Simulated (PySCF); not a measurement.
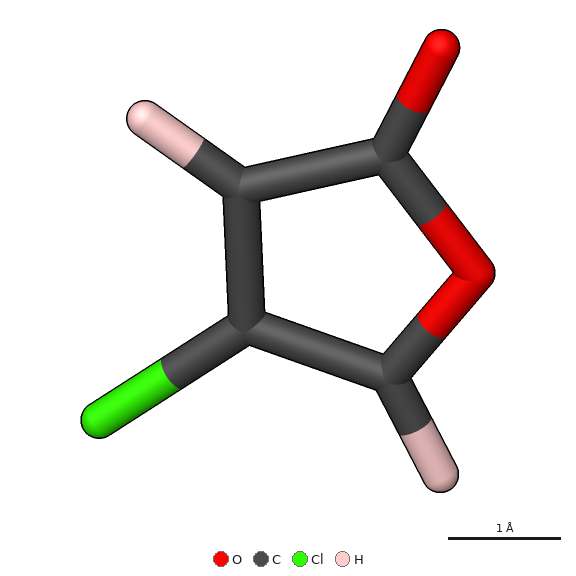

Rendered structure (stick style). Every bond is drawn as one stick, whatever its order.

The species has charge −1 and is a spin singlet. The computed structure is the end point of a GFN2-xTB optimisation. No frequency run is at hand to confirm it as a minimum.

Question: Count the atoms of each element.

Answer: C4H2ClO2(-), 9 atoms: 4 carbon, 2 hydrogen, 1 chlorine and 2 oxygen.

Question: What is the point group of this geometry?

Answer: Cs.

Question: Name some functional groups or characteristic bonds that it holds.

Answer: Among them: C–Cl bond.

Question: What is its SMILES?

Answer: [O-]c1cc(Cl)co1

Question: Count the bonded pairs by element.

Answer: 3 C–O, 3 C–C, 2 C–H, 1 C–Cl.

More results for the same structure follow; atom numbers are the same in all pictures, views and colours differ.

### Shape

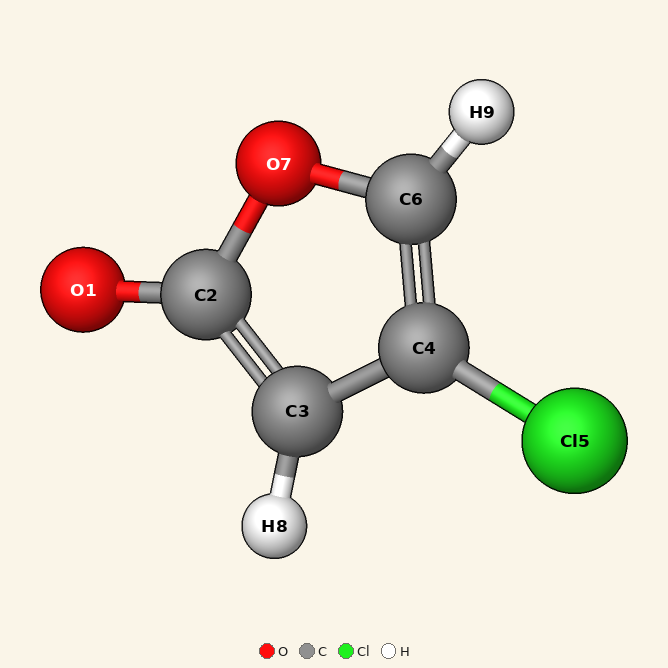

Numbered structure. No frequency run is at hand to confirm it as a minimum.

Give these bond angles: O1–C2–C3, O1–C2–O7, C3–C2–O7, C2–C3–C4, C2–C3–H8, C4–C3–H8, C3–C4–Cl5, C3–C4–C6, Cl5–C4–C6, C4–C6–O7, C4–C6–H9, O7–C6–H9, C2–O7–C6.

```json
{"angle": "O1–C2–C3", "degrees": "132.6"}
{"angle": "O1–C2–O7", "degrees": "119.8"}
{"angle": "C3–C2–O7", "degrees": "107.7"}
{"angle": "C2–C3–C4", "degrees": "106.1"}
{"angle": "C2–C3–H8", "degrees": "126.4"}
{"angle": "C4–C3–H8", "degrees": "127.4"}
{"angle": "C3–C4–Cl5", "degrees": "126.3"}
{"angle": "C3–C4–C6", "degrees": "109.4"}
{"angle": "Cl5–C4–C6", "degrees": "124.2"}
{"angle": "C4–C6–O7", "degrees": "108.7"}
{"angle": "C4–C6–H9", "degrees": "133.0"}
{"angle": "O7–C6–H9", "degrees": "118.3"}
{"angle": "C2–O7–C6", "degrees": "108.1"}
```

### NMR shielding

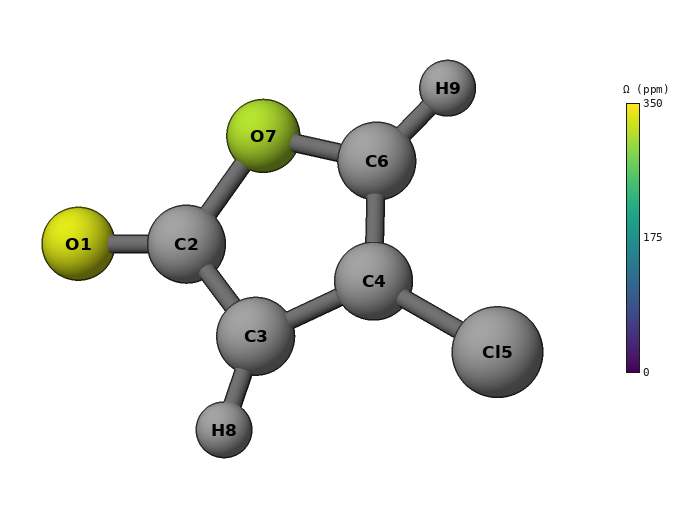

The O atoms are coloured by the span of their shielding tensor. No frequency run is at hand to confirm it as a minimum. Method: GIAO PBE0/pcSseg-1 NMR shielding, non-relativistic, gas phase (PySCF 2.14.0). Principal shieldings σ11 ≤ σ22 ≤ σ33, span Ω = σ33 − σ11, skew κ = 3(σiso − σ22)/Ω.

Give the shielding tensors of the O atoms.

| atom | σ11 | σ22 | σ33 | σiso | Ω | κ |
| --- | --- | --- | --- | --- | --- | --- |
| O1 | −48.1 | −13.8 | 281.6 | 73.2 | 329.7 | 0.79 |
| O7 | −121.9 | 97.3 | 186.6 | 54.0 | 308.5 | −0.42 |

Shieldings and span in ppm.

### Charges

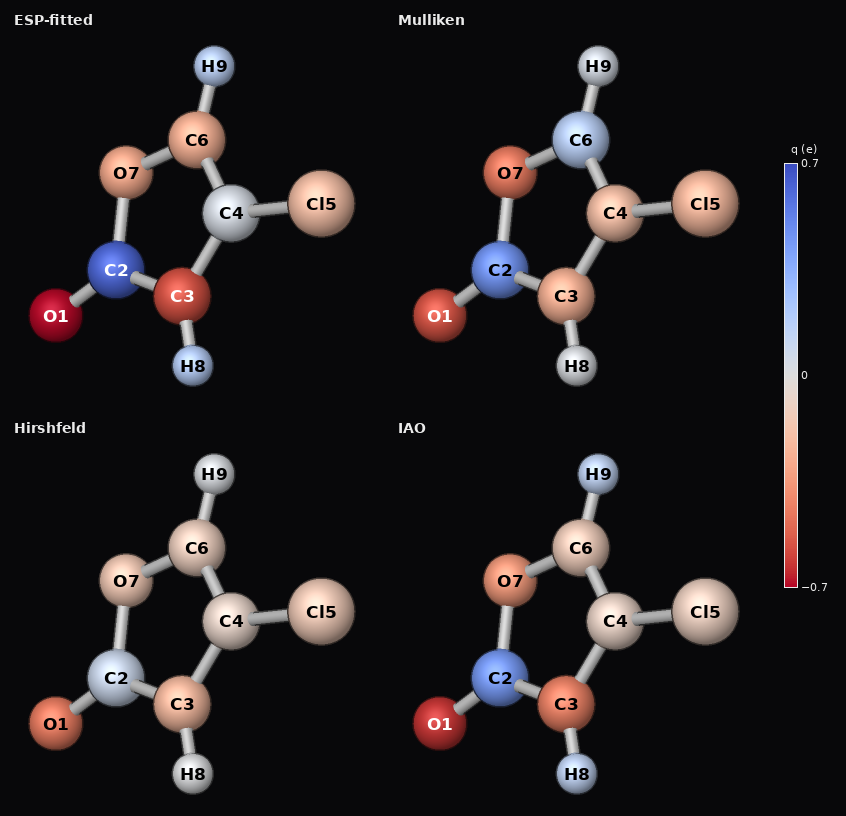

Atomic charges of one calculation by 4 schemes, on one colour scale. No frequency run is at hand to confirm it as a minimum. Level of theory: PBE0/pcSseg-1 (PySCF 2.14.0).

Question: Which scheme gives the most polar picture (largest mean size of the charges)?

Answer: The ESP-fitted charges are the largest in size here, and the Hirshfeld charges the smallest.

Question: On which atom do the schemes disagree most?

Answer: On C2 (from 0.09 to 0.61 e).

List the charges (e), one line for each set of equivalent atoms.

```
atom  ESP-fitted  Mulliken  Hirshfeld    IAO
  O1       −0.69     −0.56      −0.44  −0.62
  C2        0.61      0.45       0.09   0.43
  C3       −0.56     −0.25      −0.22  −0.43
  C4        0.04     −0.19      −0.07  −0.08
 Cl5       −0.19     −0.22      −0.13  −0.10
  C6       −0.25      0.16      −0.11  −0.12
  O7       −0.28     −0.45      −0.15  −0.34
  H8        0.18      0.02       0.01   0.13
  H9        0.16      0.04       0.02   0.13
```

### Quadrupole coupling

No frequency run is at hand to confirm it as a minimum. Electric field gradients from the ground-state density, PBE0/pcSseg-1 (PySCF 2.14.0), non-relativistic apart from any core potentials.

Give the largest field-gradient component, the quadrupole coupling constant and the asymmetry for 17O at O1 (Q = −25.6 mb), 35Cl at Cl5 (Q = −81.7 mb), 17O at O7 (Q = −25.6 mb), 2H at H8 (Q = 2.86 mb), 2H at H9 (Q = 2.86 mb).

```
atom  V_zz (a.u.)  e²qQ/h (MHz)     η
  O1       −1.158          6.97  0.98
 Cl5        3.602         −69.1  0.02
  O7        1.524         −9.17  0.41
  H8        0.365         0.246  0.12
  H9        0.357         0.240  0.15
```

Mulliken values depend strongly on the basis set and can even reverse the polarity of a bond.
